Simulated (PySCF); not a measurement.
# C₂H₆O₂Si (SMILES [H][Si]([H])([H])OC(C)=O): what the fields show

```xyz
11

Si   -0.3200   -0.6288   -1.8721
O    -0.3265   -0.6107   -0.1537
C     0.2526    0.4453    0.4341
C     0.2066    0.3781    1.9286
O     0.7489    1.3327   -0.2140
H     0.6666    1.2741    2.3589
H     0.7363   -0.5231    2.2710
H    -0.8369    0.2840    2.2624
H     1.0736   -0.6610   -2.3881
H    -1.0852    0.5273   -2.4086
H    -1.0181   -1.9034   -2.1874
```

Geometry: PBE0-D3(BJ)/def2-SVP.

Computed with wB97X-D/def2-SVPD, SCF density, gas phase (PySCF 2.14.0).

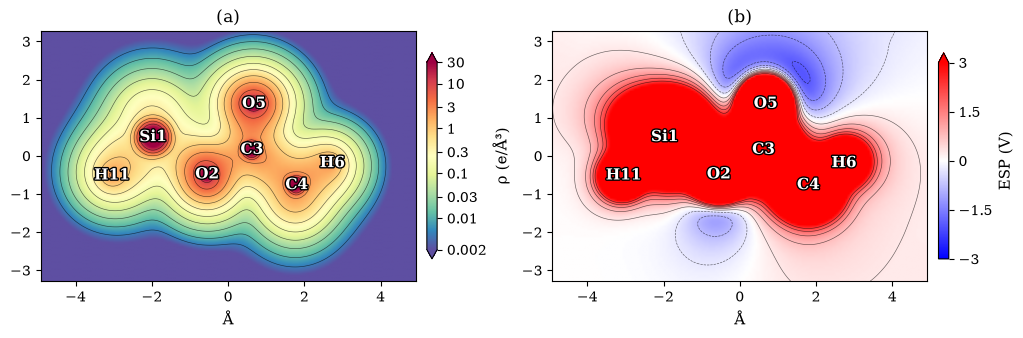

Figure 1. (a) total electron density; (b) molecular electrostatic potential on the plane of atoms O2, C3 and C4.

### Read the bonding off the picture.

- Atoms in the plane: Si, O, C and H.
- C–O (1.21 Å): the density is about 3.4 e/Å³ at the midpoint.
- C–C (1.50 Å): ρ at the midpoint is about 1.8 e/Å³.
- Si–O (1.72 Å): ρ is about 0.97 e/Å³ halfway.
- C–H (1.10 Å): ρ at the midpoint is about 1.9 e/Å³.
- C–O (1.34 Å): the density is about 2.5 e/Å³ at the midpoint.
- Outside the dense part of the molecule the potential is most negative (−2.0 V) near O5.

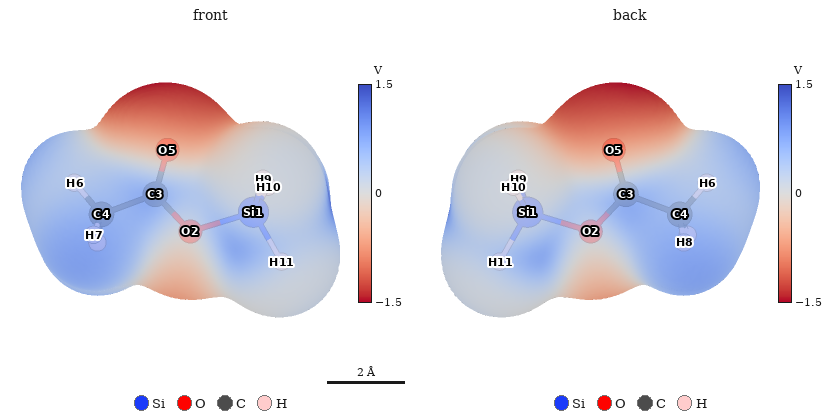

Figure 2. The electrostatic potential painted on the density surface at 0.001 e/bohr³, seen from the front and from behind; the colour scale runs from red (negative) to blue (positive).

### Which sites attract a positive test charge, and which a negative one?

A positive charge is drawn to the negative regions and a negative charge to the positive ones. The most negative region (about −1.5 V) lies over O5, the most positive (about +1.1 V) over Si1. O5 is the likeliest acceptor of a hydrogen bond.

### How polar is the molecule by this calculation?

Its dipole moment is 1.79 D.
